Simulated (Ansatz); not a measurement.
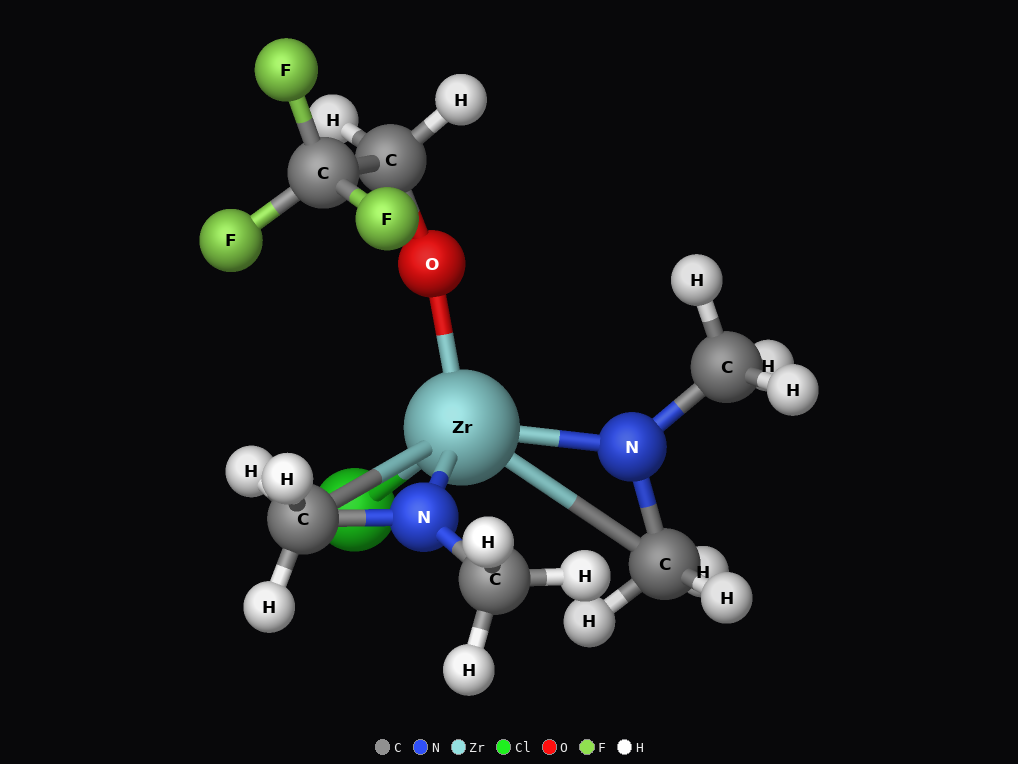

The species is neutral and a spin singlet. The geometry was computed by an optimisation with PBE0-D4/def2-TZVP. No frequency run is at hand to confirm it as a minimum. Program: Ansatz 0.2.0.

At this fixed geometry, give HOMO energy (eV), dipole (D), HOMO–LUMO gap (eV) at these levels: B3LYP-D4/def2-TZVPP; PBE-D4/def2-TZVPP; r2SCAN-D4/def2-TZVPP; ωB97M-V/def2-TZVPP.

```json
{"level": "B3LYP-D4/def2-TZVPP", "HOMO energy (eV)": "−6.30", "dipole (D)": "3.13", "HOMO–LUMO gap (eV)": "5.57"}
{"level": "PBE-D4/def2-TZVPP", "HOMO energy (eV)": "−5.26", "dipole (D)": "3.14", "HOMO–LUMO gap (eV)": "3.87"}
{"level": "r2SCAN-D4/def2-TZVPP", "HOMO energy (eV)": "−5.49", "dipole (D)": "3.20", "HOMO–LUMO gap (eV)": "4.28"}
{"level": "ωB97M-V/def2-TZVPP", "HOMO energy (eV)": "−8.77", "dipole (D)": "3.06", "HOMO–LUMO gap (eV)": "9.80"}
```
